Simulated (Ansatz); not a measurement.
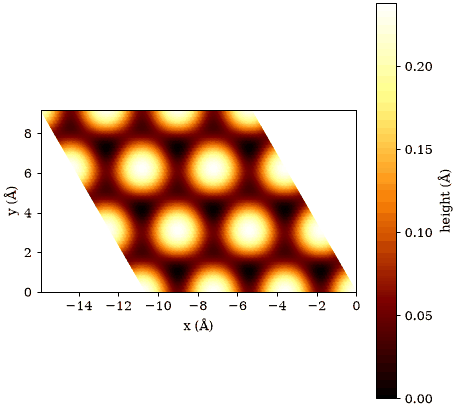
Fig. 1. Simulated constant-current image at -1.2 V from a Fermi level inside the gap (filled states down to 0.4 eV under the valence edge)

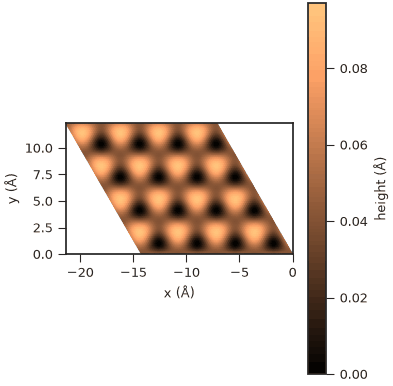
Figure: Simulated constant-current image at +1.8 V from a Fermi level inside the gap (empty states up to 1.0 eV over the conduction edge)

Level of theory: PBE, Tersoff-Hamann images (plane waves, PAW; Ansatz, an electronic-structure program).

Mesh 18×18×1, no spin-orbit coupling, no spin polarisation; biases count from the run's Fermi level. The set point is the mean density 3.5 Å over the top atom.

The sample is: single layer of As (symmetry P-3m1 as a slab, 2 atoms a cell). Atoms are numbered in the order of this list of the upper atoms (x, y, depth in Å): As1 (0.0, 0.0, 0.0); As2 (-1.8, 1.0, 1.4).

### Question
Which sites are bright, and how large is the corrugation?

### Answer
At -1.2 V the maximum lies over As1 and the sites alike, corrugation about 0.24 Å. At +1.8 V the maximum lies off the atoms, 2.1 Å sideways from As1, corrugation about 0.097 Å.
